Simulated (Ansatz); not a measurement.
# CClF3 (SMILES FC(F)(F)Cl) at 6 levels

Wanted: a comparison of 6 runs (HF/def2-SVPD, BLYP/def2-SVPD, CAM-B3LYP/def2-SVPD, PBE0/def2-SVPD, r2SCAN0/def2-SVPD, CCSD/def2-SVPD) of CClF3. 

Program for the calculation: Ansatz 0.2.0.

54 further runs of the same task are left out: 9 that didn't finish, 45 set aside as unsound or not needed.

## (1) Starting point

CClF3 has 5 atoms, charge 0, and is taken as a singlet. SMILES: `FC(F)(F)Cl`. The C2–Cl5 distance was set to 3.160 Å, away from the relaxed value. At this shape a bond of the SMILES string is far longer than usual.

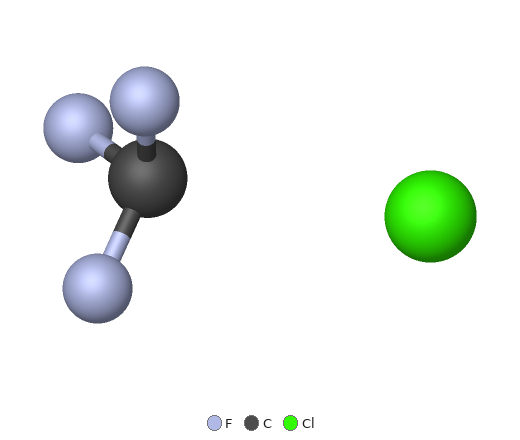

The structure, seen from a chosen angle (fluorine light blue, carbon dark grey, chlorine green).

## (2) A single-point energy at HF/def2-SVPD (run 1)

Input file run.yaml:

```yaml
crystal:
  periodic: [false, false, false]
  atoms:
    - {symbol: F, position_ang: [-0.009092, -1.217498, 1.953359]}
    - {symbol: C, position_ang: [-0.224992, -1.319098, 0.653359]}
    - {symbol: F, position_ang: [-1.472392, -1.711198, 0.460159]}
    - {symbol: F, position_ang: [0.588908, -2.235598, 0.158759]}
    - {symbol: Cl, position_ang: [0.276300, 1.463300, -0.758000]}
basis:
  gaussian: {orbitals: def2-SVPD}
hamiltonian: {xc: hf}
accuracy: high
output: {orbitals: {seedname: orbitals}}
```

Run with:

```bash
$ ansatz run run.yaml --threads 1 --pin off --max-ram 3480MiB --events-out events.jsonl --progress --plain --runs-dir runs
```

Log:

```text
Warning: RAYON_NUM_THREADS=1 ignored (pool sized by the plan → 1); use --threads N
Functional definition: HF
  name "HF"
  exchange = exact_x
  correlation = 0
2285 factors; integrals over basis functions are off by at most 3.9e-9 eV
mean field evaluation 1: about -21627.9910 eV, gradient 5.3e1 eV
mean field evaluation 2: about -21628.0511 eV, gradient 5.3e1 eV
mean field evaluation 4: about -21635.2723 eV, gradient 1.1e1 eV
mean field evaluation 8: about -21635.7468 eV, gradient 3.7e-1 eV
mean field evaluation 16: about -21635.7475 eV, gradient 2.3e-8 eV
mean field evaluation 32: about -21635.6358 eV, gradient 3.6e-1 eV
mean field -21635.74751430 eV, -795.0990559140 hartree, gradient 2.7e-8 eV, S^2 0.000000; 0 other end points of the search recorded, 0 dependent functions left out
reference -21635.74751430 eV, -795.0990559140 hartree; 25, 25 occupied and 91, 91 virtual orbitals, 2285 factors
Total energy: -21635.74751430 eV, -795.0990559140 hartree
```

It took 5.4 s on 1 thread of Arm Neoverse V1, shared host; peak memory 0.36 GiB.

## (3) A single-point energy at BLYP/def2-SVPD (run 2)

Input file input.yaml:

```yaml
crystal:
  periodic: [false, false, false]
  atoms:
    - symbol: F
      position_ang: [-0.009092, -1.217498, 1.953359]
    - symbol: C
      position_ang: [-0.224992, -1.319098, 0.653359]
    - symbol: F
      position_ang: [-1.472392, -1.711198, 0.460159]
    - symbol: F
      position_ang: [0.588908, -2.235598, 0.158759]
    - symbol: Cl
      position_ang: [0.276300, 1.463300, -0.758000]
basis:
  gaussian:
    orbitals: def2-SVPD
hamiltonian:
  xc: {name: BLYP}
accuracy: high
output: {orbitals: {seedname: orbitals}}
```

Run with:

```bash
$ ansatz run input.yaml --threads 1 --pin off --max-ram 3480MiB --events-out events.jsonl --progress --plain --runs-dir runs
```

Log:

```text
Warning: RAYON_NUM_THREADS=1 ignored (pool sized by the plan → 1); use --threads N
Functional definition: BLYP
  name "BLYP"
  parameter beta = 0.0042
  parameter a = 0.04918
  parameter b = 0.132
  parameter c = 0.2533
  parameter d = 0.349
  exchange = b88_x(beta = beta)
  correlation = lyp_c(a = a, b = b, c = c, d = d)
2285 factors; integrals over basis functions are off by at most 3.9e-9 eV
mean field evaluation 1: about -21689.2622 eV, gradient 4.9e1 eV
mean field evaluation 2: about -21407.9674 eV, gradient 2.2e2 eV
mean field evaluation 4: about -21679.6304 eV, gradient 4.5e1 eV
mean field evaluation 8: about -21696.1670 eV, gradient 6.5e-2 eV
mean field evaluation 16: about -21680.6791 eV, gradient 4.1e1 eV
mean field -21696.16702431 eV, -797.3194319531 hartree, gradient 3.8e-8 eV, S^2 0.000000; 2 other end points of the search recorded, 0 dependent functions left out
reference -21696.16707360 eV, -797.3194337645 hartree; 25, 25 occupied and 91, 91 virtual orbitals, 2285 factors
Total energy: -21696.16707360 eV, -797.3194337645 hartree
```

Run time: 10 s. Hardware: 1 thread of Arm Neoverse V1, shared host; peak memory 0.31 GiB.

Runs 3 to 4 aren't shown in full; the table further down has their settings and results.

## (4) A single-point energy at r2SCAN0/def2-SVPD (run 5)

Input file run.yaml:

```yaml
crystal:
  periodic: [false, false, false]
  atoms:
    - symbol: F
      position_ang: [-0.009092, -1.217498, 1.953359]
    - symbol: C
      position_ang: [-0.224992, -1.319098, 0.653359]
    - symbol: F
      position_ang: [-1.472392, -1.711198, 0.460159]
    - symbol: F
      position_ang: [0.588908, -2.235598, 0.158759]
    - symbol: Cl
      position_ang: [0.276300, 1.463300, -0.758000]
basis:
  gaussian: {orbitals: def2-SVPD}
hamiltonian: {xc: {name: r2SCAN0}}
accuracy: high
output: {orbitals: {seedname: orbitals}}
```

Run with:

```bash
$ ansatz run run.yaml --threads 1 --pin off --max-ram 3480MiB --events-out events.jsonl --progress --plain --runs-dir runs
```

Log:

```text
Warning: RAYON_NUM_THREADS=1 ignored (pool sized by the plan → 1); use --threads N
Functional definition: r2SCAN0
  name "r2SCAN0"
  parameter a = 0.25
  parameter k0 = 0.174
  parameter k1 = 0.065
  parameter a1 = 4.9479
  exchange = (1 - a)*r2scan_x(k0 = k0, k1 = k1, a1 = a1) + a*exact_x
  correlation = r2scan_c
2285 factors; integrals over basis functions are off by at most 3.9e-9 eV
mean field evaluation 1: about -21682.5638 eV, gradient 4.8e1 eV
mean field evaluation 2: about -21648.8291 eV, gradient 1.2e2 eV
mean field evaluation 4: about -21682.2915 eV, gradient 4.3e1 eV
mean field evaluation 8: about -21689.5338 eV, gradient 6.3e-1 eV
mean field evaluation 16: about -21689.6849 eV, gradient 1.8e-3 eV
mean field -21689.68489072 eV, -797.0812179374 hartree, gradient 1.3e-8 eV, S^2 0.000000; 0 other end points of the search recorded, 0 dependent functions left out
reference -21689.68489147 eV, -797.0812179651 hartree; 25, 25 occupied and 91, 91 virtual orbitals, 2285 factors
Total energy: -21689.68489147 eV, -797.0812179651 hartree
```

Wall time 23 s (1 thread of Arm Neoverse V1, shared host); peak memory 0.46 GiB.

## (5) A single-point energy at CCSD/def2-SVPD (run 6)

Input file job.yaml:

```yaml
crystal:
  periodic: [false, false, false]
  atoms:
    - symbol: F
      position_ang: [-0.009092, -1.217498, 1.953359]
    - symbol: C
      position_ang: [-0.224992, -1.319098, 0.653359]
    - symbol: F
      position_ang: [-1.472392, -1.711198, 0.460159]
    - symbol: F
      position_ang: [0.588908, -2.235598, 0.158759]
    - symbol: Cl
      position_ang: [0.276300, 1.463300, -0.758000]
basis:
  gaussian: {orbitals: def2-SVPD}
correlation: {method: ccsd, frozen_orbitals: {C: 1, Cl: 5, F: 1}}
scf: {omitted_lower_state_checks: [cluster_reference, increment]}
accuracy: high
magnetization: {spin_polarized: false}
```

Run with:

```bash
$ ansatz run job.yaml --threads 1 --pin off --max-ram 3480MiB --events-out events.jsonl --progress --plain --runs-dir runs
```

Log:

```text
Warning: RAYON_NUM_THREADS=1 ignored (pool sized by the plan → 1); use --threads N
[... 12 lines left out ...]
9 core orbitals not correlated: weight in the atoms' cores, before any rotation towards them, 1.000 or more for the frozen orbitals, at most 0.000 for the correlated occupied ones
[... 30 lines left out ...]
WARN: these amplitudes may be one of several solutions (largest doubles amplitude 0.39, level shift 3.64 eV)
Total energy: -21660.92792336 eV, -796.0244188793 hartree
Checks for a lower state left out: cluster_reference, increment
```

Run time: 59 s. Hardware: 1 thread of Arm Neoverse V1, shared host; peak memory 1.1 GiB.

## (6) Overview of the runs

```csv
run,level,frozen core orbitals,energy (Eh),HOMO energy (eV),LUMO energy (eV),HOMO–LUMO gap (eV),wall time
1,HF/def2-SVPD,–,-795.099056,-11.01,-3.50,7.52,5.4 s
2,BLYP/def2-SVPD,–,-797.319434,-7.09,-6.82,0.27,10 s
3,CAM-B3LYP/def2-SVPD,–,-797.239626,-10.11,-5.53,4.58,14 s
4,PBE0/def2-SVPD,–,-796.840879,-8.67,-6.41,2.25,12 s
5,r2SCAN0/def2-SVPD,–,-797.081218,-8.88,-6.49,2.39,23 s
6,CCSD/def2-SVPD,9,-796.024419,–,–,–,59 s
```

## (7) Outcome

| quantity | value |
| --- | --- |
| run 6: total energy | -796.02442 Eh |
| run 6: correlation energy (9 core orbitals frozen) | -925.4 mEh |
| run 6: T1 diagnostic | 0.032 |

**Reading.** Over runs 1, 2, 3, 4, 5 the HOMO–LUMO gap runs from 0.27 eV (BLYP/def2-SVPD) to 7.52 eV (HF/def2-SVPD). Exact exchange widens orbital gaps. Totals of different functionals can't be ranked against each other. In run 6 the T1 diagnostic is large, so a single reference may not serve. In run 6 the log says that unrestricted orbitals would lower the reference, so the values rest on an unstable closed-shell determinant (other closed-shell runs at this shape may share the fault). In runs 1, 2, 3, 4, 5, 6 a closed-shell determinant meets a far-stretched bond, which it describes badly. All runs together took 2.1 min, the longest 59 s.
